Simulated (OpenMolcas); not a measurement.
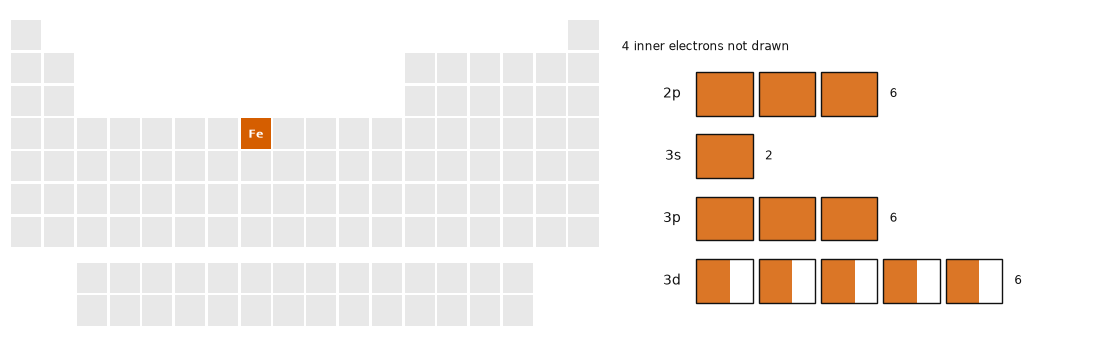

**Figure 1.** Left, the place of iron in the periodic table; right, the outer shells of the leading configuration of the lowest level: a box for each of the 2l + 1 orbitals, shaded by the share of the shell that is filled, with the electron count at the right.

**Fe²⁺ complex: multiconfigurational calculation**

System: Fe²⁺ with 8 ligands (F; cube, 2.174 Å), embedded in SrF2 by model potentials and point charges, whose field is part of the energies.
Method: state-averaged SS-CASPT2, IPEA shift 0.25, imaginary shift 0.1 hartree, closed shells 3s 3p of the metal and the valence shells of the ligands correlated, active space 6 electrons in the shell 3d, basis ANO-RCC-VDZP on the metal and ANO-RCC-VDZP on the ligands, DKH2 scalar Hamiltonian, spin-orbit coupling by RASSI with atomic mean-field integrals (OpenMolcas).

### Summary

```tsv
quantity	value
outcome	converged; degenerate states are split by up to 461 cm⁻¹
energy of the lowest spin-free term	−2071.61064 hartree
energy of the lowest spin-orbit level	−2071.61100 hartree
CASPT2 correlation energy	−2.0348 hartree
largest spread among components of a term	461.3 cm⁻¹
lowest reference weight	0.677
hardware	1 thread of Arm Neoverse V1, 24 GiB of memory available, shared host
wall time	7.4 min
peak memory	0.18 GiB
```

### Notes

The components of ¹T1, which symmetry makes degenerate, are split by 461 cm⁻¹ in CASPT2, and those of 21 more by over 50 cm⁻¹. This is an artefact; the levels of such states rest on averages and are uncertain by about as much. Caveats: orbital doublet at a regular site, Jahn-Teller distortion not allowed for; small active space favours high spin, ground spin may be wrong; with a single d shell and no ligand orbitals active, the ligand field and the g values of a late 3d ion can be well off; the geometry is set by hand, with no relaxation.

### The input
```
&GATEWAY
Basis set
Fe.ANO-RCC-VDZP.
Fe1 0.0 0.0 0.0 Angstrom
End of basis
Basis set
F.ANO-RCC-VDZP.
L1 1.255159 1.255159 1.255159 Angstrom
L2 1.255159 1.255159 -1.255159 Angstrom
L3 1.255159 -1.255159 1.255159 Angstrom
L4 1.255159 -1.255159 -1.255159 Angstrom
End of basis
Basis set
Sr.EMB-AIMP.Pascual.0s.0s.ECP.SrF2.
PseudoCharge
* 21 symmetry-unique lattice sites within 7.6 angstrom
End of basis
Basis set
F.EMB-AIMP.Pascual.0s.0s.ECP.SrF2.
PseudoCharge
* 40 symmetry-unique lattice sites within 7.6 angstrom
End of basis
Symmetry
XYZ
AngMom=0.0 0.0 0.0
AMFI
RICD
XField
1348 Angstrom 0
* Evjen-weighted lattice charges
&SEWARD
&RASSCF
FileOrb=start.orb
Symmetry=1
Spin=5
nActEl=6 0 0
Inactive=23 26
Ras2=5 0
CIRoot=5 5 1
SDav=5
CIMx=300
Iter=150 100
PrWF=0.3
OrbListing=Nothing
MaxOrb=0
LevShft=1.0
>>> COPY $Project.JobIph JOB001
&RASSCF
FileOrb=start.orb
Symmetry=1
Spin=3
nActEl=6 0 0
Inactive=23 26
Ras2=5 0
CIRoot=45 45 1
SDav=45
CIMx=300
Iter=150 100
PrWF=0.3
OrbListing=Nothing
MaxOrb=0
LevShft=1.0
>>> COPY $Project.JobIph JOB002
&RASSCF
FileOrb=start.orb
Symmetry=1
Spin=1
nActEl=6 0 0
Inactive=23 26
Ras2=5 0
CIRoot=50 50 1
SDav=50
CIMx=300
Iter=150 100
PrWF=0.3
OrbListing=Nothing
MaxOrb=0
LevShft=1.0
>>> COPY $Project.JobIph JOB003
&RASSI
NrOfJobIphs=3 5 45 50
1 2 3 4 5
1 2 3 4 5 6 7 8 9 10 11 12 13 14 15 16 17 18 19 20 21 22 23 24 25 26 27
28 29 30 31 32 33 34 35 36 37 38 39 40 41 42 43 44 45
1 2 3 4 5 6 7 8 9 10 11 12 13 14 15 16 17 18 19 20 21 22 23 24 25 26 27
28 29 30 31 32 33 34 35 36 37 38 39 40 41 42 43 44 45 46 47 48 49 50
IphNames
JOB001
JOB002
JOB003
EJob
SpinOrbit
DIPRint=1.0
SOCoupling=1000.0
Subsets=2
Property=9
'ANGMOM' 1 'ANGMOM' 2 'ANGMOM' 3 'MLTPL  1' 1 'MLTPL  1' 2 'MLTPL  1' 3
'AMFI' 1 'AMFI' 2 'AMFI' 3
SOProperty=3
'ANGMOM' 1 'ANGMOM' 2 'ANGMOM' 3
>>> COPY JOB001 $Project.JobIph
&CASPT2
Multistate=5 1 2 3 4 5
NoMult
Frozen=6 7
IPEA=0.25
Imaginary=0.1
MaxIter=60
WThr=0.0 0.3 0.05
PrWF=0.5
NoMix
>>> COPY JOB002 $Project.JobIph
&CASPT2
Multistate=45 1 2 3 4 5 6 7 8 9 10 11 12 13 14 15 16 17 18 19 20 21 22
23 24 25 26 27 28 29 30 31 32 33 34 35 36 37 38 39 40 41 42 43 44 45
NoMult
Frozen=6 7
IPEA=0.25
Imaginary=0.1
MaxIter=60
WThr=0.0 0.3 0.05
PrWF=0.5
NoMix
>>> COPY JOB003 $Project.JobIph
&CASPT2
Multistate=50 1 2 3 4 5 6 7 8 9 10 11 12 13 14 15 16 17 18 19 20 21 22
23 24 25 26 27 28 29 30 31 32 33 34 35 36 37 38 39 40 41 42 43 44 45 46
47 48 49 50
NoMult
Frozen=6 7
IPEA=0.25
Imaginary=0.1
MaxIter=60
WThr=0.0 0.3 0.05
PrWF=0.5
NoMix
```

The file start.orb holds starting orbitals from an earlier step. A driver script formed the levels outside the program, from RASSI's spin-orbit matrix and the CASPT2 energies (for multi-state variants, the effective Hamiltonian), averaged over the components of each term or state. The log and the time are those of the CASPT2 step.

Launched with:
```bash
OMP_NUM_THREADS=1 MOLCAS_MEM=2457 MOLCAS_PROJECT=a pymolcas a.inp > a.log  # once for each step of the input, in one work folder
```

### Log (extracts)
```
--- CASPT2 ---
Orbital specifications:
      -----------------------

      Symmetry species                           1   2
                                                ag  au
      Frozen orbitals                            6   7
      Inactive orbitals                         17  19
      Active orbitals                            5   0
      Secondary orbitals                        43  49
      Deleted orbitals                           0   0
      Number of basis functions                 71  75
Type of calculation                        SS-CASPT2
      Fock operator                              state-specific
      IPEA shift                                 0.25
      Real shift                                 0.00
      Imaginary shift                            0.10
      The input orbitals will be transformed to quasi-canonical
Reference energy:       -2069.5757953678
      E2 (Non-variational):      -2.0336308071
      Shift correction:          -0.0012116469
      E2 (Variational):          -2.0348424540
      Total energy:           -2071.6106378218
      Residual norm:              0.0000002140
      Reference weight:           0.68766
      Contributions to the CASPT2 correlation energy
      Active & Virtual Only:         -0.1138520865
      One Inactive Excited:          -0.2004458694
      Two Inactive Excited:          -1.7193328511
Reference energy:       -2069.5757953677
      E2 (Non-variational):      -2.0336270526
      Shift correction:          -0.0012115840
      E2 (Variational):          -2.0348386366
      Total energy:           -2071.6106340043
      Residual norm:              0.0000002156
      Reference weight:           0.68767
      Contributions to the CASPT2 correlation energy
      Active & Virtual Only:         -0.1138510878
      One Inactive Excited:          -0.2004432069
      Two Inactive Excited:          -1.7193327578
::    CASPT2 Root  1     Total energy:  -2071.61063782
::    CASPT2 Root  2     Total energy:  -2071.61063400
::    CASPT2 Root  3     Total energy:  -2071.58501258
::    CASPT2 Root  4     Total energy:  -2071.58473961
::    CASPT2 Root  5     Total energy:  -2071.58502508
--- CASPT2 ---
Orbital specifications:
      -----------------------

      Symmetry species                           1   2
                                                ag  au
      Frozen orbitals                            6   7
      Inactive orbitals                         17  19
      Active orbitals                            5   0
      Secondary orbitals                        43  49
      Deleted orbitals                           0   0
      Number of basis functions                 71  75
Type of calculation                        SS-CASPT2
      Fock operator                              state-specific
      IPEA shift                                 0.25
      Real shift                                 0.00
      Imaginary shift                            0.10
      The input orbitals will be transformed to quasi-canonical
Reference energy:       -2069.4838738587
      E2 (Non-variational):      -2.0427019216
      Shift correction:          -0.0012170394
      E2 (Variational):          -2.0439189610
      Total energy:           -2071.5277928196
      Residual norm:              0.0000005435
      Reference weight:           0.68676
      Contributions to the CASPT2 correlation energy
      Active & Virtual Only:         -0.1146620127
      One Inactive Excited:          -0.2073516448
      Two Inactive Excited:          -1.7206882640
Reference energy:       -2069.4838738586
      E2 (Non-variational):      -2.0426968550
      Shift correction:          -0.0012171131
      E2 (Variational):          -2.0439139681
      Total energy:           -2071.5277878268
      Residual norm:              0.0000005452
      Reference weight:           0.68676
      Contributions to the CASPT2 correlation energy
      Active & Virtual Only:         -0.1146643413
      One Inactive Excited:          -0.2073342096
      Two Inactive Excited:          -1.7206983041
::    CASPT2 Root  1     Total energy:  -2071.52779282
::    CASPT2 Root  2     Total energy:  -2071.52778783
::    CASPT2 Root  3     Total energy:  -2071.52765488
::    CASPT2 Root  4     Total energy:  -2071.51669764
::    CASPT2 Root  5     Total energy:  -2071.51680799
::    CASPT2 Root  6     Total energy:  -2071.51587644
::    CASPT2 Root  7     Total energy:  -2071.51659020
::    CASPT2 Root  8     Total energy:  -2071.51580405
::    CASPT2 Root  9     Total energy:  -2071.51091487
::    CASPT2 Root 10     Total energy:  -2071.51097527
::    CASPT2 Root 11     Total energy:  -2071.51084529
::    CASPT2 Root 12     Total energy:  -2071.50919094
::    CASPT2 Root 13     Total energy:  -2071.49310818
::    CASPT2 Root 14     Total energy:  -2071.49232701
::    CASPT2 Root 15     Total energy:  -2071.49309913
::    CASPT2 Root 16     Total energy:  -2071.49830022
::    CASPT2 Root 17     Total energy:  -2071.48949315
::    CASPT2 Root 18     Total energy:  -2071.48952961
::    CASPT2 Root 19     Total energy:  -2071.48951059
::    CASPT2 Root 20     Total energy:  -2071.48753844
::    CASPT2 Root 21     Total energy:  -2071.48733762
::    CASPT2 Root 22     Total energy:  -2071.48420656
::    CASPT2 Root 23     Total energy:  -2071.48343967
::    CASPT2 Root 24     Total energy:  -2071.48416786
::    CASPT2 Root 25     Total energy:  -2071.46953033
::    CASPT2 Root 26     Total energy:  -2071.46789447
::    CASPT2 Root 27     Total energy:  -2071.46925753
::    CASPT2 Root 28     Total energy:  -2071.46754458
::    CASPT2 Root 29     Total energy:  -2071.46754470
::    CASPT2 Root 30     Total energy:  -2071.46754507
--- CASPT2 ---
Orbital specifications:
      -----------------------

      Symmetry species                           1   2
                                                ag  au
      Frozen orbitals                            6   7
      Inactive orbitals                         17  19
      Active orbitals                            5   0
      Secondary orbitals                        43  49
      Deleted orbitals                           0   0
      Number of basis functions                 71  75
Type of calculation                        SS-CASPT2
      Fock operator                              state-specific
      IPEA shift                                 0.25
      Real shift                                 0.00
      Imaginary shift                            0.10
      The input orbitals will be transformed to quasi-canonical
Reference energy:       -2069.4328892439
      E2 (Non-variational):      -2.0465485556
      Shift correction:          -0.0012223134
      E2 (Variational):          -2.0477708689
      Total energy:           -2071.4806601129
      Residual norm:              0.0000005668
      Reference weight:           0.68615
      Contributions to the CASPT2 correlation energy
      Active & Virtual Only:         -0.1152629333
      One Inactive Excited:          -0.2104422751
      Two Inactive Excited:          -1.7208433472
Reference energy:       -2069.4328892438
      E2 (Non-variational):      -2.0472797659
      Shift correction:          -0.0012229864
      E2 (Variational):          -2.0485027524
      Total energy:           -2071.4813919962
      Residual norm:              0.0000005064
      Reference weight:           0.68604
      Contributions to the CASPT2 correlation energy
      Active & Virtual Only:         -0.1156229705
      One Inactive Excited:          -0.2106586112
      Two Inactive Excited:          -1.7209981842
::    CASPT2 Root  1     Total energy:  -2071.48066011
::    CASPT2 Root  2     Total energy:  -2071.48139200
::    CASPT2 Root  3     Total energy:  -2071.48061230
::    CASPT2 Root  4     Total energy:  -2071.48089361
::    CASPT2 Root  5     Total energy:  -2071.48113085
::    CASPT2 Root  6     Total energy:  -2071.47027559
::    CASPT2 Root  7     Total energy:  -2071.46941887
::    CASPT2 Root  8     Total energy:  -2071.46980173
::    CASPT2 Root  9     Total energy:  -2071.46939207
::    CASPT2 Root 10     Total energy:  -2071.47240345
::    CASPT2 Root 11     Total energy:  -2071.46488927
::    CASPT2 Root 12     Total energy:  -2071.46592948
::    CASPT2 Root 13     Total energy:  -2071.46478913
::    CASPT2 Root 14     Total energy:  -2071.44617510
::    CASPT2 Root 15     Total energy:  -2071.44593585
::    CASPT2 Root 16     Total energy:  -2071.44610892
::    CASPT2 Root 17     Total energy:  -2071.44931907
::    CASPT2 Root 18     Total energy:  -2071.44866644
::    CASPT2 Root 19     Total energy:  -2071.43894230
::    CASPT2 Root 20     Total energy:  -2071.42256073
::    CASPT2 Root 21     Total energy:  -2071.42051664
::    CASPT2 Root 22     Total energy:  -2071.42261870
::    CASPT2 Root 23     Total energy:  -2071.44885023
::    CASPT2 Root 24     Total energy:  -2071.44921556
::    CASPT2 Root 25     Total energy:  -2071.39869639
::    CASPT2 Root 26     Total energy:  -2071.42263443
::    CASPT2 Root 27     Total energy:  -2071.42284125
::    CASPT2 Root 28     Total energy:  -2071.42260322
::    CASPT2 Root 29     Total energy:  -2071.40161306
::    CASPT2 Root 30     Total energy:  -2071.40210478
```

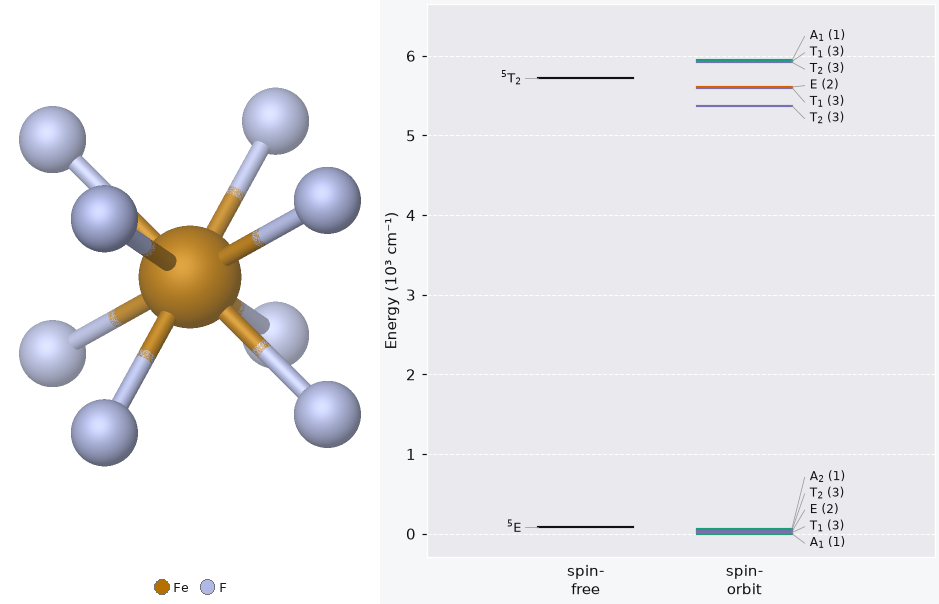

**Figure 2.** Fe²⁺ (3d⁶) as a dopant in SrF₂, a cluster with its 8 nearest F⁻ at 2.174 Å (cube) embedded in model potentials and point charges; the geometry was set, not optimised, and its levels. Labels give the representation in O, Td, D4 or D3 as the site allows (double group for half-integer spin) where it could be assigned and, in brackets, the degeneracy; spin-free states, where drawn, share the zero of the spin-orbit levels. The ground level is A₁, non-degenerate, 100 % from states of spin multiplicity 5. The next level lies at 15 cm⁻¹ (T₁). The lowest spin-free state is ⁵E, from the free-ion D term; of the same spin there follows at 5,640 cm⁻¹ (⁵T₂) above it.
